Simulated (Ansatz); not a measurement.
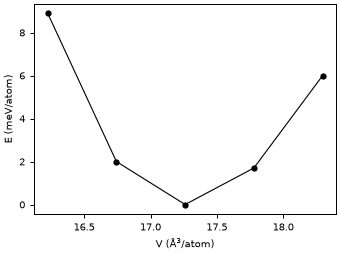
*Ti4HS8 in space group P3m1 (No. 156; Pearson symbol hP13) under volume change, PBE+D3(BJ) in the plane-wave PAW code Ansatz, shape and atoms relaxed at each volume.*

### Question
What does a third-order Birch–Murnaghan fit give for V₀, B₀ and B′?

### Answer
V₀ = 17.26 Å³/atom, B₀ = 37.4 GPa, B′ = 8.7.

The start of the workflow was typed in or built on a structure type; neither database checked (COD, Materials Project) lists it. Its standing as an ambient phase is unchecked. The PBE+D3(BJ) relaxation kept the symmetry of its start; its stability against distortions is not shown here. The workflow began spin-polarised and lost its moments.

Potentials: the earlier of the program's two PAW sets.
